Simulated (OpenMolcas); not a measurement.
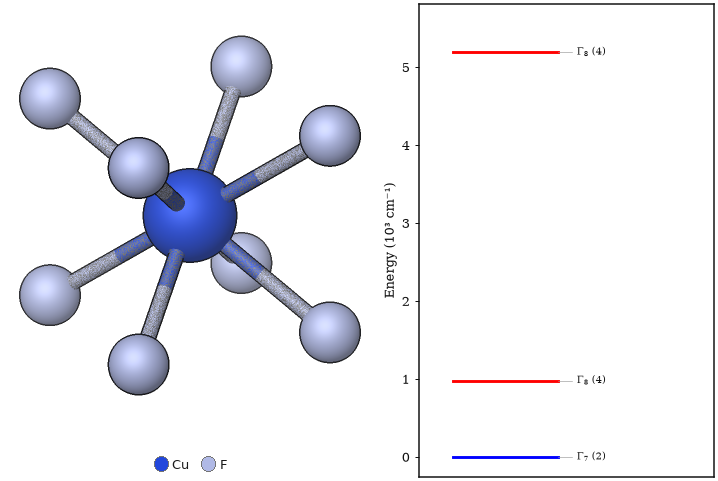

Cu²⁺ (3d⁹) as a dopant in CaF₂, a cluster with its 8 nearest F⁻ at 2.170 Å (cube) embedded in model potentials and point charges; the geometry was set, not optimised, and its levels. Labels give the representation in O, Td, D4 or D3 as the site allows (double group for half-integer spin) where it could be assigned and, in brackets, the degeneracy; spin-free states, where drawn, share the zero of the spin-orbit levels. Computed with OpenMolcas: state-averaged SS-CASPT2, IPEA shift 0.25, imaginary shift 0.1 hartree, closed shells 3s 3p correlated, active space 9 electrons in the shell 3d, basis ANO-RCC-VTZP on the metal and ANO-RCC-VDZP on the ligands, DKH2 scalar Hamiltonian, spin-orbit coupling by RASSI with atomic mean-field integrals.

Describe the ground state and the low levels.

Answer. The ground level is Γ₇, a Kramers doublet, 100 % from states of spin multiplicity 2. Its principal g values are 1.95, 1.95 and 1.95, isotropic. The next level lies at 980 cm⁻¹ (Γ₈).

Limits of the model: single d shell for a late 3d ion, CASPT2 field may be too large; the geometry is set by hand, with no relaxation and no charge compensation.
